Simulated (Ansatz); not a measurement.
# C3H9NSi2: comparison of dispersion corrections in Python

Aim: a comparison of dispersion corrections, for C3H9NSi2, run from a script. SMILES: CC#C[SiH](N)[SiH3].

Computed with Ansatz 0.2.0 through its Python package. The levels of theory stand in the script.

## Step 1: The system

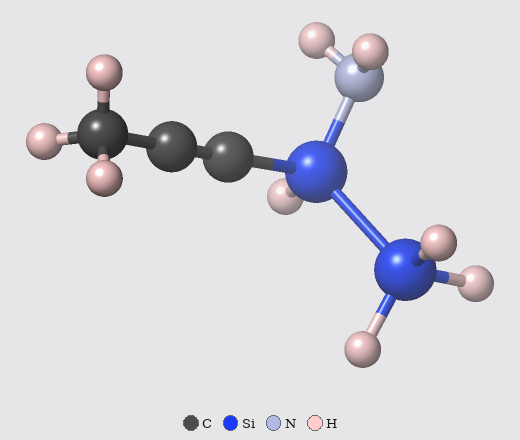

The starting structure, viewed from a chosen angle; carbon dark grey, silicon blue, nitrogen light blue, hydrogen pink.

The script holds or builds the structure itself.

## Step 2: The code

run_disp.py reads:

```python
# -*- coding: utf-8 -*-
'''Size of D3 and D4 in C3H9NSi2.'''

import ansatz as az

geometry_ang = [
    ('C', (3.2466, 0.4213, 0.168)),
    ('C', (1.8335, 0.1392, -0.0884)),
    ('C', (0.6741, -0.0925, -0.3008)),
    ('Si', (-1.1294, -0.4743, -0.6273)),
    ('N', (-1.4169, -2.0366, 0.0083)),
    ('Si', (-2.4709, 1.1941, 0.2801)),
    ('H', (3.8213, 0.4063, -0.7629)),
    ('H', (3.6754, -0.3243, 0.8443)),
    ('H', (3.3692, 1.4069, 0.6271)),
    ('H', (-1.3594, -0.5952, -2.0854)),
    ('H', (-0.8354, -2.6982, -0.5021)),
    ('H', (-1.0813, -2.0689, 0.9689)),
    ('H', (-2.2766, 1.2737, 1.7556)),
    ('H', (-2.1372, 2.5226, -0.3052)),
    ('H', (-3.913, 0.926, 0.0197)),
]
c3h9nsi2 = az.Crystal.molecule()
for symbol, xyz in geometry_ang:
    c3h9nsi2 = c3h9nsi2.atom(symbol, xyz)

model = c3h9nsi2.calculation().basis(gaussian='def2-SVP')
for name in ['r2scan', 'pbe']:
    for correction in ('d3bj', 'd4'):
        summary = model.functional(name, dispersion=correction).run(threads=1, pin='off').report
        print(f'{name:8s} {correction:5s} total {summary["free_energy_ev"]:.5f} eV, of which dispersion {1000 * summary["dispersion"]["energy"]["ev"]:.2f} meV')
```

## Step 3: What the engine is handed

The package turns the script's settings into the engine's input (first run):

```yaml
crystal:
  periodic: [false, false, false]
  atoms:
    - { symbol: C, position_ang: [3.2466, 0.4213, 0.168] }
    - { symbol: C, position_ang: [1.8335, 0.1392, -0.0884] }
    - { symbol: C, position_ang: [0.6741, -0.0925, -0.3008] }
    - { symbol: Si, position_ang: [-1.1294, -0.4743, -0.6273] }
    - { symbol: "N", position_ang: [-1.4169, -2.0366, 0.0083] }
    - { symbol: Si, position_ang: [-2.4709, 1.1941, 0.2801] }
    - { symbol: H, position_ang: [3.8213, 0.4063, -0.7629] }
    - { symbol: H, position_ang: [3.6754, -0.3243, 0.8443] }
    - { symbol: H, position_ang: [3.3692, 1.4069, 0.6271] }
    - { symbol: H, position_ang: [-1.3594, -0.5952, -2.0854] }
    - { symbol: H, position_ang: [-0.8354, -2.6982, -0.5021] }
    - { symbol: H, position_ang: [-1.0813, -2.0689, 0.9689] }
    - { symbol: H, position_ang: [-2.2766, 1.2737, 1.7556] }
    - { symbol: H, position_ang: [-2.1372, 2.5226, -0.3052] }
    - { symbol: H, position_ang: [-3.913, 0.926, 0.0197] }
basis:
  gaussian:
    orbitals: def2-SVP
hamiltonian:
  xc: r2scan
  dispersion: d3bj
```

## Step 4: Launch

Run with:

```bash
python run_disp.py
```

The program printed:

```text
DeckWarning: the engine holds no damping parameters fitted to this dispersion correction and functional, so the run takes those fitted to r2scan beside the three-body term, which d3bj leaves out (hamiltonian.dispersion, under Limitations)
r2scan   d3bj  total -20489.25563 eV, of which dispersion -104.64 meV
r2scan   d4    total -20489.23964 eV, of which dispersion -88.64 meV
pbe      d3bj  total -20479.22283 eV, of which dispersion -343.78 meV
pbe      d4    total -20479.21582 eV, of which dispersion -336.77 meV
```

(Warnings from the package without file and line.)

Run time: 27 s. Hardware: 1 thread of Arm Neoverse V1, shared host; peak memory 0.26 GiB.

## Step 5: What changed from run to run

The engine's inputs for the other runs:

Run 2, against run 1:

```diff
@@ -24 +24 @@
-  dispersion: d3bj
+  dispersion: d4
```

Run 3, against run 1:

```diff
@@ -23 +23 @@
-  xc: r2scan
+  xc: pbe
```

Run 4, against run 1:

```diff
@@ -23,2 +23,2 @@
-  xc: r2scan
-  dispersion: d3bj
+  xc: pbe
+  dispersion: d4
```

## Step 6: The engine's runs

One row for each of the 4 runs:

```
run  functional  dispersion  energy (eV)  SCF cycles  CPU time (s)
  1      r2scan        d3bj  -20489.2556          18           8.9
  2      r2scan          d4  -20489.2396          18           9.1
  3         pbe        d3bj  -20479.2228          19           4.2
  4         pbe          d4  -20479.2158          19           4.1
```

Totals under unlike functionals or potentials can't be compared directly.

## Step 7: Outcome

```
         quantity                  value
dispersion energy  -343.78 to -88.64 meV
    runs compared                      4
```

What this shows: The dispersion term depends on the functional it is damped for, so it isn't a property of the molecule alone. All 4 runs converged (18 to 19 cycles). Caveats:
- The geometry is a force-field or estimated start, not a minimum of this method, and the basis set is short of its limit. D4 holds the three-body term, and d3bj doesn't.
- A dispersion term here runs with damping parameters fitted for another variant or functional.
